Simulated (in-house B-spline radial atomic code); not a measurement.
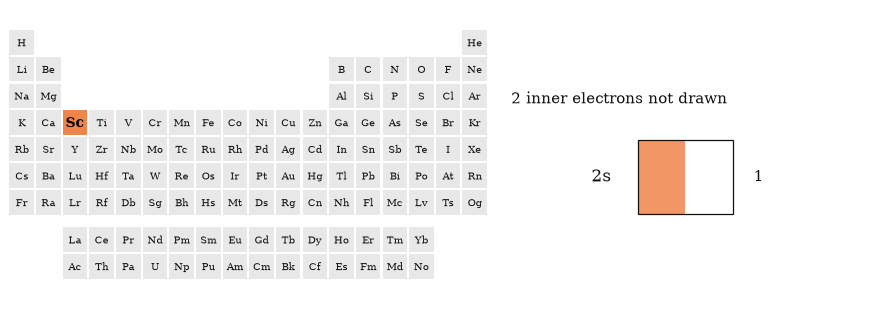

Figure 1. Left, the place of scandium in the periodic table; right, the outer shells as the input fills them: a box for each of the 2l + 1 orbitals, shaded by the share of the shell that is filled, with the electron count at the right.

**RPA and GW calculation for Sc¹⁸⁺**

System: Sc¹⁸⁺, configuration [He] 2s1.
Method: RPA, second-order and SOSEX correlation energies and G0W0 (contour deformation) on a non-relativistic mean field, all electrons, B-spline basis (in-house B-spline radial atomic code).

## Input file
```
Z = 21
electrons = 3.0
configuration = [He] 2s1
hamiltonian = nr
method = pbe,pbe
lmax = 9
spin_polarised = True
box_radius = 4.4
intervals = 45
ion_configuration = 1s2
```

The run was one of a batch that the task file lists, launched with:
```bash
python <driver script> task.json out
```

The program writes its results to a structured record and prints no log; tables and figures of this report are taken from that record.

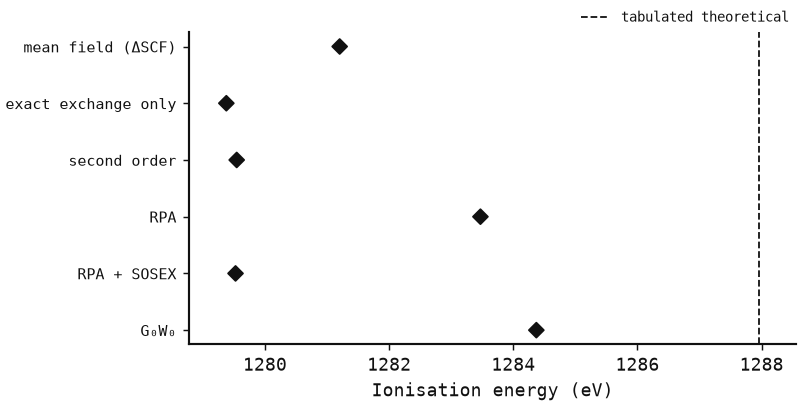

Figure 2. Ionisation energy of Sc¹⁸⁺ ([He] 2s → 1s²). All-electron spherical atom, non-relativistic, PBE start, no spin-orbit coupling, Breit or QED terms; computed with a B-spline radial code. Differences of total energies, each species on its own start, beside the G₀W₀ level.

| Method | Ionisation energy (eV) |
| --- | --- |
| mean field (ΔSCF) | 1281.20 |
| exact exchange only | 1279.38 |
| second order | 1279.54 |
| RPA | 1283.47 |
| RPA + SOSEX | 1279.53 |
| G₀W₀ | 1284.37 |

The values run from 1279.38 eV (exact exchange only) to 1284.37 eV (G₀W₀). The tabulated theoretical value is 1287.96 eV; nearest to it come G₀W₀ (−3.59) and RPA (−4.49), furthest exact exchange only (−8.58 eV).

## Key numbers

| quantity | value |
| --- | --- |
| outcome | converged |
| mean-field total energy | −474.85651 hartree |
| total energy with exact exchange alone | −475.00078 hartree |
| exact exchange energy | −14.77589 hartree |
| RPA correlation, extrapolated in the angular momentum of the empty orbitals | −0.24280 hartree |
| RPA correlation, as summed | −0.24264 hartree |
| direct second-order term | −0.29865 hartree |
| second-order exchange term | 0.24575 hartree |
| SOSEX term | 0.19116 hartree |
| hardware | 1 CPU thread, shared host |
| wall time | 1.3 s |

## Remarks

Limits: relativity is absent.
